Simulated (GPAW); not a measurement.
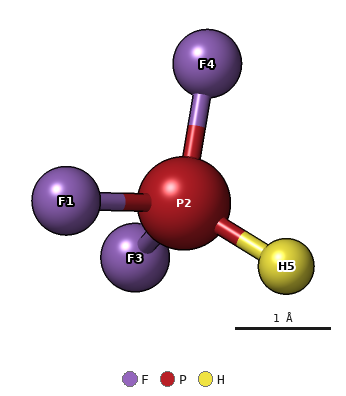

Fig. 1: The structure as given in the input (ball-and-stick view, seen at a tilt; atoms are numbered from 1 in the order of the input).

# PHF$_{3}$ (charge +1): molecular dynamics

System: PHF$_{3}$, charge +1.
Method: PBEsol/dzp, scalar-relativistic datasets (GPAW 26.7.0).

The geometry comes from this level: GFN2-xTB.

**The program's output**
```
DeprecationWarning: Use thermalize_momenta
Time[ps]      Etot[eV]     Epot[eV]     Ekin[eV]    T[K]
0.0000         -12.1759     -12.3532       0.1774   274.4
0.0010         -12.1772     -12.3728       0.1956   302.6
0.0020         -12.1778     -12.3796       0.2019   312.3
0.0030         -12.1775     -12.3646       0.1871   289.5
0.0040         -12.1764     -12.3342       0.1578   244.1
0.0050         -12.1753     -12.3058       0.1304   201.8
0.0060         -12.1749     -12.2960       0.1210   187.3
0.0070         -12.1754     -12.3110       0.1356   209.8
0.0080         -12.1765     -12.3440       0.1675   259.2
0.0090         -12.1775     -12.3798       0.2024   313.1
0.0100         -12.1780     -12.4037       0.2257   349.2
0.0110         -12.1770     -12.4098       0.2328   360.2
0.0120         -12.1757     -12.4125       0.2368   366.3
0.0130         -12.1758     -12.4302       0.2544   393.6
0.0140         -12.1773     -12.4624       0.2852   441.2
0.0150         -12.1786     -12.4879       0.3093   478.6
0.0160         -12.1787     -12.4866       0.3079   476.4
0.0170         -12.1776     -12.4580       0.2804   433.8
0.0180         -12.1766     -12.4178       0.2412   373.2
0.0190         -12.1760     -12.3820       0.2060   318.7
0.0200         -12.1761     -12.3604       0.1843   285.1
0.0210         -12.1767     -12.3524       0.1757   271.9
0.0220         -12.1776     -12.3493       0.1717   265.7
0.0230         -12.1782     -12.3379       0.1596   247.0
0.0240         -12.1779     -12.3105       0.1326   205.2
0.0250         -12.1765     -12.2747       0.0981   151.8
0.0260         -12.1755     -12.2512       0.0758   117.2
0.0270         -12.1761     -12.2561       0.0800   123.8
0.0280         -12.1777     -12.2806       0.1029   159.2
0.0290         -12.1784     -12.3011       0.1227   189.9
0.0300         -12.1782     -12.3042       0.1260   194.9
```

**Trajectory as extended XYZ (Å, eV, eV/Å), 31 frames, from step=0 to step=30**
```
5
Properties=species:S:1:pos:R:3:forces:R:3 step=0 time_fs=0.0 energy=-12.35324 temperature=274.4
F     5.8969    6.5207    7.6769    0.0330   0.5291   0.8723
P     6.6230    6.6617    6.3450   -1.6010  -1.9335   0.1087
F     7.2477    5.2886    6.1281    0.9412  -0.3961  -0.1645
F     5.4939    6.7094    5.3231   -0.2897   0.6709  -0.6926
H     7.5061    7.7114    6.2778    0.8601   1.0219  -0.0649
5
Properties=species:S:1:pos:R:3:forces:R:3 step=1 time_fs=1.0 energy=-12.37280 temperature=302.6
F     5.8974    6.5255    7.6712   -0.2076   0.4779   1.3565
P     6.6207    6.6567    6.3502   -1.0395  -1.2454  -0.4662
F     7.2493    5.2911    6.1242    0.9677  -0.5629  -0.1442
F     5.4950    6.7097    5.3249   -0.3354   0.6454  -0.6988
H     7.5143    7.7210    6.2658    0.5358   0.6317  -0.0047
5
Properties=species:S:1:pos:R:3:forces:R:3 step=2 time_fs=2.0 energy=-12.37963 temperature=312.3
F     5.8979    6.5305    7.6661   -0.4888   0.4119   1.8420
P     6.6181    6.6514    6.3553   -0.3538  -0.4324  -1.0697
F     7.2514    5.2933    6.1203    0.9973  -0.7061  -0.1465
F     5.4959    6.7103    5.3262   -0.3785   0.6126  -0.7000
H     7.5277    7.7367    6.2538    0.1315   0.1502   0.0672
5
Properties=species:S:1:pos:R:3:forces:R:3 step=3 time_fs=3.0 energy=-12.36460 temperature=289.5
F     5.8981    6.5358    7.6620   -0.7675   0.3134   2.3151
P     6.6154    6.6460    6.3600    0.3082   0.3379  -1.6557
F     7.2540    5.2951    6.1163    1.0207  -0.8383  -0.1399
F     5.4967    6.7112    5.3273   -0.4126   0.5743  -0.6942
H     7.5423    7.7538    6.2424   -0.2559  -0.3241   0.1485
5
Properties=species:S:1:pos:R:3:forces:R:3 step=4 time_fs=4.0 energy=-12.33416 temperature=244.1
F     5.8979    6.5411    7.6591   -0.9916   0.2022   2.7300
P     6.6128    6.6406    6.3642    0.8446   0.9513  -2.1719
F     7.2571    5.2964    6.1122    1.0163  -0.9626  -0.1007
F     5.4972    6.7124    5.3280   -0.4328   0.5317  -0.6795
H     7.5545    7.7678    6.2324   -0.5541  -0.7013   0.2329
5
Properties=species:S:1:pos:R:3:forces:R:3 step=5 time_fs=5.0 energy=-12.30578 temperature=201.8
F     5.8972    6.5466    7.6576   -1.1361   0.1232   3.0366
P     6.6104    6.6356    6.3678    1.2045   1.3568  -2.5774
F     7.2607    5.2973    6.1081    0.9928  -1.0702  -0.0538
F     5.4975    6.7139    5.3283   -0.4350   0.4856  -0.6550
H     7.5613    7.7751    6.2246   -0.7389  -0.9315   0.2874
5
Properties=species:S:1:pos:R:3:forces:R:3 step=6 time_fs=6.0 energy=-12.29597 temperature=187.3
F     5.8959    6.5522    7.6576   -1.2105   0.0869   3.2018
P     6.6085    6.6309    6.3705    1.3626   1.5396  -2.8385
F     7.2649    5.2977    6.1039    0.9540  -1.1267  -0.0041
F     5.4976    6.7156    5.3283   -0.4175   0.4373  -0.6213
H     7.5611    7.7735    6.2196   -0.7809  -0.9872   0.3127
5
Properties=species:S:1:pos:R:3:forces:R:3 step=7 time_fs=7.0 energy=-12.31099 temperature=209.8
F     5.8940    6.5578    7.6592   -1.2081   0.0609   3.2026
P     6.6069    6.6268    6.3723    1.3066   1.4973  -2.9276
F     7.2695    5.2974    6.0997    0.9068  -1.1196   0.0279
F     5.4974    6.7175    5.3280   -0.3828   0.3889  -0.5811
H     7.5534    7.7624    6.2176   -0.6824  -0.8650   0.3121
5
Properties=species:S:1:pos:R:3:forces:R:3 step=8 time_fs=8.0 energy=-12.34399 temperature=259.2
F     5.8915    6.5634    7.6625   -1.1096   0.0052   3.0488
P     6.6058    6.6231    6.3733    1.0424   1.2407  -2.8415
F     7.2746    5.2966    6.0956    0.8240  -1.0518   0.0526
F     5.4971    6.7196    5.3273   -0.3363   0.3459  -0.5364
H     7.5392    7.7431    6.2186   -0.4435  -0.5895   0.2922
5
Properties=species:S:1:pos:R:3:forces:R:3 step=9 time_fs=9.0 energy=-12.37985 temperature=313.1
F     5.8885    6.5691    7.6673   -0.9441  -0.0507   2.7876
P     6.6050    6.6198    6.3733    0.5909   0.7915  -2.5930
F     7.2801    5.2953    6.0915    0.7223  -0.9467   0.0837
F     5.4966    6.7220    5.3265   -0.2860   0.3103  -0.4889
H     7.5207    7.7181    6.2223   -0.1163  -0.2100   0.2537
5
Properties=species:S:1:pos:R:3:forces:R:3 step=10 time_fs=10.0 energy=-12.40368 temperature=349.2
F     5.8849    6.5747    7.6735   -0.7468  -0.0416   2.4227
P     6.6043    6.6168    6.3726    0.0017   0.2026  -2.2108
F     7.2860    5.2935    6.0874    0.6275  -0.8132   0.1268
F     5.4960    6.7244    5.3253   -0.2425   0.2811  -0.4441
H     7.5012    7.6911    6.2286    0.3303   0.3184   0.1838
5
Properties=species:S:1:pos:R:3:forces:R:3 step=11 time_fs=11.0 energy=-12.40979 temperature=360.2
F     5.8810    6.5803    7.6810   -0.4978  -0.0114   1.9346
P     6.6037    6.6138    6.3712   -0.6019  -0.3918  -1.7416
F     7.2922    5.2913    6.0834    0.5299  -0.6668   0.1733
F     5.4952    6.7270    5.3240   -0.2167   0.2599  -0.4088
H     7.4848    7.6672    6.2365    0.7588   0.8586   0.1068
5
Properties=species:S:1:pos:R:3:forces:R:3 step=12 time_fs=12.0 energy=-12.41248 temperature=366.3
F     5.8768    6.5859    7.6894   -0.2314  -0.0537   1.4206
P     6.6029    6.6107    6.3692   -1.0479  -0.7999  -1.2423
F     7.2986    5.2887    6.0795    0.4283  -0.5275   0.2043
F     5.4944    6.7298    5.3224   -0.2116   0.2490  -0.3851
H     7.4756    7.6514    6.2455    1.0353   1.1948   0.0451
5
Properties=species:S:1:pos:R:3:forces:R:3 step=13 time_fs=13.0 energy=-12.43017 temperature=393.6
F     5.8725    6.5914    7.6986    0.0229  -0.1193   0.9202
P     6.6017    6.6073    6.3668   -1.1941  -0.8665  -0.7550
F     7.3053    5.2859    6.0756    0.3236  -0.4146   0.2152
F     5.4934    6.7327    5.3206   -0.2239   0.2357  -0.3685
H     7.4764    7.6471    6.2549    1.0480   1.2035   0.0208
5
Properties=species:S:1:pos:R:3:forces:R:3 step=14 time_fs=14.0 energy=-12.46243 temperature=441.2
F     5.8683    6.5969    7.7082    0.2488  -0.1530   0.4485
P     6.6002    6.6037    6.3642   -1.0201  -0.5776  -0.3056
F     7.3122    5.2828    6.0719    0.1918  -0.3036   0.2373
F     5.4923    6.7356    5.3187   -0.2385   0.2080  -0.3539
H     7.4872    7.6544    6.2645    0.7780   0.8880   0.0302
5
Properties=species:S:1:pos:R:3:forces:R:3 step=15 time_fs=15.0 energy=-12.48790 temperature=478.6
F     5.8641    6.6023    7.7181    0.4571  -0.2306  -0.0510
P     6.5984    6.5999    6.3615   -0.6435  -0.0785   0.1170
F     7.3191    5.2796    6.0683    0.0523  -0.1895   0.2488
F     5.4911    6.7387    5.3165   -0.2497   0.1654  -0.3389
H     7.5054    7.6701    6.2744    0.3544   0.3791   0.0450
5
Properties=species:S:1:pos:R:3:forces:R:3 step=16 time_fs=16.0 energy=-12.48658 temperature=476.4
F     5.8602    6.6076    7.7279    0.6253  -0.3013  -0.5127
P     6.5963    6.5960    6.3588   -0.2175   0.4452   0.5096
F     7.3261    5.2763    6.0649   -0.0619  -0.1001   0.2566
F     5.4897    6.7419    5.3142   -0.2498   0.1117  -0.3232
H     7.5270    7.6894    6.2848   -0.1434  -0.1899   0.0614
5
Properties=species:S:1:pos:R:3:forces:R:3 step=17 time_fs=17.0 energy=-12.45795 temperature=433.8
F     5.8566    6.6128    7.7375    0.7766  -0.3528  -0.8975
P     6.5942    6.5923    6.3563    0.1370   0.8551   0.8676
F     7.3330    5.2730    6.0615   -0.1693   0.0070   0.2879
F     5.4882    6.7451    5.3118   -0.2337   0.0604  -0.3020
H     7.5473    7.7070    6.2957   -0.5057  -0.6270   0.0456
5
Properties=species:S:1:pos:R:3:forces:R:3 step=18 time_fs=18.0 energy=-12.41780 temperature=373.2
F     5.8534    6.6178    7.7466    0.9021  -0.4306  -1.2474
P     6.5922    6.5889    6.3541    0.3712   1.0996   1.1799
F     7.3399    5.2697    6.0583   -0.2989   0.1628   0.3286
F     5.4867    6.7484    5.3092   -0.2039   0.0249  -0.2797
H     7.5627    7.7185    6.3070   -0.7349  -0.8827   0.0243
5
Properties=species:S:1:pos:R:3:forces:R:3 step=19 time_fs=19.0 energy=-12.38201 temperature=318.7
F     5.8506    6.6225    7.7551    0.9954  -0.4668  -1.5302
P     6.5902    6.5858    6.3522    0.4737   1.1721   1.4381
F     7.3466    5.2664    6.0553   -0.4166   0.3111   0.3438
F     5.4850    6.7517    5.3064   -0.1642   0.0055  -0.2616
H     7.5711    7.7216    6.3186   -0.8538  -1.0010  -0.0033
5
Properties=species:S:1:pos:R:3:forces:R:3 step=20 time_fs=20.0 energy=-12.36035 temperature=285.1
F     5.8484    6.6270    7.7628    1.1093  -0.5057  -1.7830
P     6.5884    6.5831    6.3508    0.4408   1.0796   1.6288
F     7.3531    5.2633    6.0525   -0.5440   0.4304   0.3736
F     5.4832    6.7550    5.3035   -0.1119  -0.0123  -0.2364
H     7.5713    7.7151    6.3302   -0.8437  -0.9672  -0.0374
5
Properties=species:S:1:pos:R:3:forces:R:3 step=21 time_fs=21.0 energy=-12.35238 temperature=271.9
F     5.8467    6.6313    7.7696    1.1987  -0.5728  -2.0169
P     6.5868    6.5807    6.3499    0.2717   0.8280   1.7564
F     7.3593    5.2604    6.0498   -0.6756   0.5657   0.4182
F     5.4814    6.7583    5.3005   -0.0363  -0.0326  -0.1906
H     7.5634    7.6994    6.3414   -0.6964  -0.7814  -0.0838
5
Properties=species:S:1:pos:R:3:forces:R:3 step=22 time_fs=22.0 energy=-12.34930 temperature=265.7
F     5.8456    6.6353    7.7753    1.2453  -0.6193  -2.1769
P     6.5852    6.5786    6.3495   -0.0321   0.4254   1.8171
F     7.3651    5.2578    6.0474   -0.8248   0.7209   0.4575
F     5.4795    6.7615    5.2974    0.0667  -0.0643  -0.1062
H     7.5489    7.6761    6.3518   -0.4318  -0.4639  -0.1307
5
Properties=species:S:1:pos:R:3:forces:R:3 step=23 time_fs=23.0 energy=-12.33788 temperature=247.0
F     5.8452    6.6389    7.7800    1.2713  -0.6398  -2.2756
P     6.5836    6.5766    6.3497   -0.4534  -0.1019   1.8117
F     7.3706    5.2556    6.0452   -0.9450   0.8622   0.4930
F     5.4777    6.7647    5.2942    0.1908  -0.1089   0.0156
H     7.5302    7.6485    6.3609   -0.0453   0.0265  -0.1620
5
Properties=species:S:1:pos:R:3:forces:R:3 step=24 time_fs=24.0 energy=-12.31047 temperature=205.2
F     5.8454    6.6422    7.7835    1.2750  -0.6481  -2.3235
P     6.5819    6.5746    6.3505   -0.9232  -0.6734   1.7437
F     7.3756    5.2538    6.0432   -1.0469   0.9833   0.5395
F     5.4760    6.7679    5.2910    0.3189  -0.1524   0.1500
H     7.5111    7.6210    6.3685    0.4130   0.5233  -0.1656
5
Properties=species:S:1:pos:R:3:forces:R:3 step=25 time_fs=25.0 energy=-12.27466 temperature=151.8
F     5.8462    6.6452    7.7858    1.2521  -0.6668  -2.3326
P     6.5798    6.5724    6.3518   -1.3178  -1.1503   1.6222
F     7.3800    5.2525    6.0415   -1.1374   1.0717   0.5885
F     5.4744    6.7710    5.2880    0.4341  -0.1909   0.2751
H     7.4960    7.5986    6.3745    0.8184   0.9928  -0.1648
5
Properties=species:S:1:pos:R:3:forces:R:3 step=26 time_fs=26.0 energy=-12.25123 temperature=117.2
F     5.8477    6.6479    7.7870    1.2005  -0.6925  -2.2894
P     6.5774    6.5698    6.3536   -1.4755  -1.3516   1.4581
F     7.3839    5.2518    6.0401   -1.2172   1.1206   0.6294
F     5.4731    6.7740    5.2850    0.5263  -0.2284   0.3860
H     7.4887    7.5857    6.3790    1.0164   1.2317  -0.1629
5
Properties=species:S:1:pos:R:3:forces:R:3 step=27 time_fs=27.0 energy=-12.25606 temperature=123.8
F     5.8498    6.6502    7.7870    1.1199  -0.7242  -2.1874
P     6.5745    6.5667    6.3559   -1.3003  -1.1790   1.2562
F     7.3871    5.2516    6.0390   -1.2855   1.1334   0.6579
F     5.4720    6.7769    5.2823    0.5927  -0.2651   0.4753
H     7.4911    7.5846    6.3819    0.9160   1.1255  -0.1700
5
Properties=species:S:1:pos:R:3:forces:R:3 step=28 time_fs=28.0 energy=-12.28056 temperature=159.2
F     5.8525    6.6521    7.7858    1.0124  -0.7647  -2.0366
P     6.5712    6.5634    6.3586   -0.8393  -0.6861   1.0250
F     7.3897    5.2520    6.0383   -1.3331   1.1062   0.6763
F     5.4712    6.7796    5.2798    0.6293  -0.3108   0.5521
H     7.5023    7.5943    6.3831    0.5673   0.7271  -0.1802
5
Properties=species:S:1:pos:R:3:forces:R:3 step=29 time_fs=29.0 energy=-12.30115 temperature=189.9
F     5.8557    6.6537    7.7837    0.8781  -0.8060  -1.8371
P     6.5677    6.5598    6.3615   -0.2377  -0.0393   0.7515
F     7.3916    5.2530    6.0379   -1.3600   1.0476   0.6839
F     5.4708    6.7822    5.2775    0.6484  -0.3613   0.6199
H     7.5189    7.6109    6.3826    0.0966   0.2015  -0.1935
5
Properties=species:S:1:pos:R:3:forces:R:3 step=30 time_fs=30.0 energy=-12.30423 temperature=194.9
F     5.8593    6.6548    7.7806    0.7148  -0.8420  -1.5958
P     6.5641    6.5562    6.3647    0.3543   0.5926   0.4375
F     7.3928    5.2545    6.0379   -1.3672   0.9644   0.6843
F     5.4707    6.7846    5.2756    0.6536  -0.4044   0.6796
H     7.5364    7.6294    6.3803   -0.3389  -0.2709  -0.1833
```

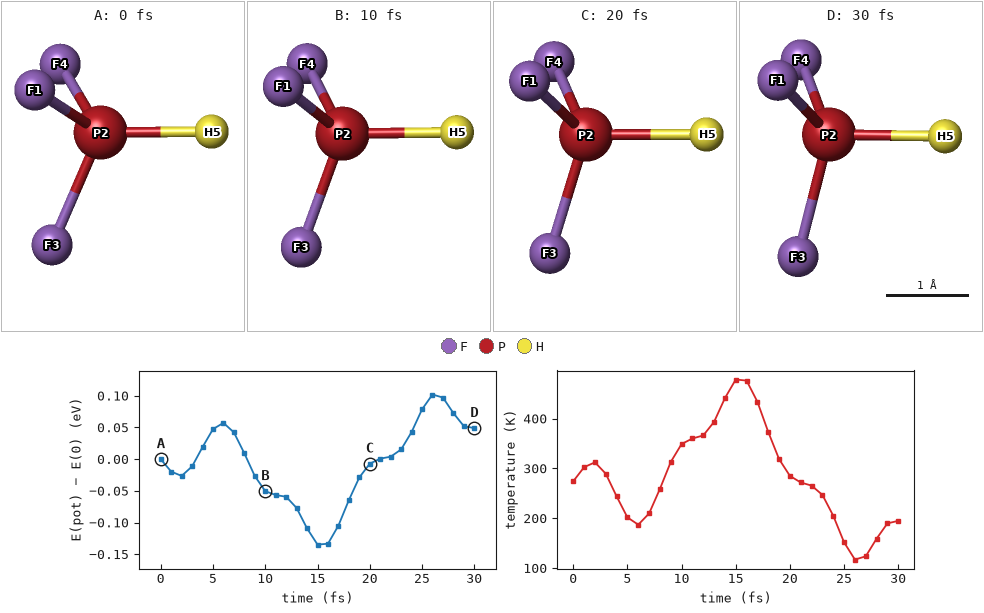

Fig. 2: Frames of the molecular dynamics (ball-and-stick, seen at a tilt) above the curves, on which the letters mark them. The trajectory kept here has 31 frames over 30 fs. The temperature starts at 274 K, ranges from 117 to 479 K and averages 268 K over the second half. The potential energy ends 0.049 eV above its first value. After an unweighted best fit of the last frame on the first, the root-mean-square displacement is 0.14 Å.

This output came from the following input.

**Input file (run.py)**
```python
import numpy as np
from ase import units
from ase.io import read
from ase.md.velocitydistribution import MaxwellBoltzmannDistribution, Stationary, ZeroRotation
from ase.md.verlet import VelocityVerlet
from gpaw import GPAW, setup_paths
from gpaw.atom.configurations import parameters
from gpaw.atom.generator import Generator

atoms = read('run.xyz')
atoms.set_cell([13.0, 13.0, 13.0])
atoms.center()

for symbol in ['F', 'H', 'P']:
    Generator(symbol, xcname='PBEsol', scalarrel=True, nofiles=True, txt=None).run(**parameters[symbol])
setup_paths.insert(0, '.')

gpaw_calc = GPAW(mode='lcao',
                 basis='dzp',
                 h=0.2,
                 xc='PBEsol',
                 charge=1,
                 maxiter=120,
                 symmetry='off',
                 txt='run.txt')
atoms.calc = gpaw_calc

rng = np.random.default_rng(96)
MaxwellBoltzmannDistribution(atoms, temperature_K=300, rng=rng)
Stationary(atoms)
ZeroRotation(atoms)
dyn = VelocityVerlet(atoms, timestep=1.0 * units.fs, trajectory='md.traj', logfile='-')
dyn.run(30)
```

**File run.xyz**
```
5

F     -0.656630    -0.057650     1.326690
P      0.069480     0.083300    -0.005190
F      0.694150    -1.289710    -0.222090
F     -1.059590     0.131070    -1.027050
H      0.952580     1.133000    -0.072370
```

Run as:
```bash
python3 run.py
```

**Results in brief**

| quantity | value |
| --- | --- |
| outcome | finished |
| mean temperature over the second half | 268 K |
| trajectory | 31 frames kept, 30 fs |
| basis functions (step not recorded) | 57 |
| hardware | 1 thread of Arm Neoverse V1, 112 GiB of memory available, shared host |
| wall time | 2.8 min |
| peak memory | 0.69 GiB |

**Notes**

Further notes kept with the run: datasets made with stock radii, not tested. So short a trajectory is not equilibrated.
